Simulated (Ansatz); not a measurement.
Input file:

```
crystal:
  periodic: [false, false, false]
  atoms:
    - {symbol: B, position_ang: [-0.338301, -0.628466, -0.075363]}
    - {symbol: N, position_ang: [-0.022553, 0.979870, 0.291689]}
    - {symbol: H, position_ang: [-1.475751, -0.569407, -0.507853]}
    - {symbol: H, position_ang: [-0.248677, -1.196922, 1.000541]}
    - {symbol: H, position_ang: [-0.021836, 1.507458, -0.576110]}
    - {symbol: O, position_ang: [0.640073, -0.981987, -1.063220]}
    - {symbol: H, position_ang: [0.889456, 1.087915, 0.724280]}
    - {symbol: H, position_ang: [-0.728636, 1.366790, 0.909687]}
    - {symbol: H, position_ang: [1.306325, -1.565152, -0.703551]}
basis:
  gaussian: {orbitals: def2-TZVPP}
hamiltonian: {xc: pbe0, dispersion: d4}
output: {orbitals: {seedname: orbitals}}
```

Run with:

```sh
ansatz run in.yaml --threads 2 --pin off --events-out ev --progress --plain --max-ram 4352MiB
```

The product side of a reaction path; geometry: PBE0-D4/def2-TZVP.

Computed with RKS PBE0-D4/def2-TZVPP in Ansatz.

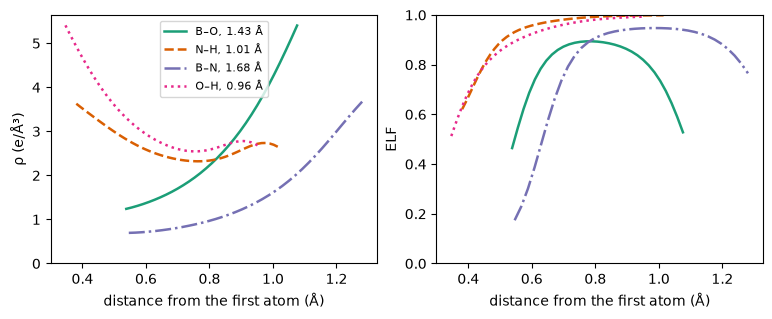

BH₆NO. Total electron density and electron localisation function along straight lines between neighbouring atoms. The curves leave out the atomic cores.

What kind of bonding do the profiles show?

B–O (1.43 Å): ρ at the midpoint is about 1.8 e/Å³; the ELF peaks at about 0.90 between the atoms (a polar covalent bond).
N–H (1.01 Å): ρ is about 3 e/Å³ halfway; the ELF climbs to about 1 towards the hydrogen, as it does in any bond to H (a covalent bond by its length).
B–N (1.68 Å): the density is about 1.1 e/Å³ at the midpoint; the ELF peaks at about 0.95 between the atoms; a polar covalent bond.
O–H (0.96 Å): ρ at the midpoint is about 3.8 e/Å³; the ELF climbs to about 1 towards the hydrogen (an ordinary covalent bond to hydrogen).
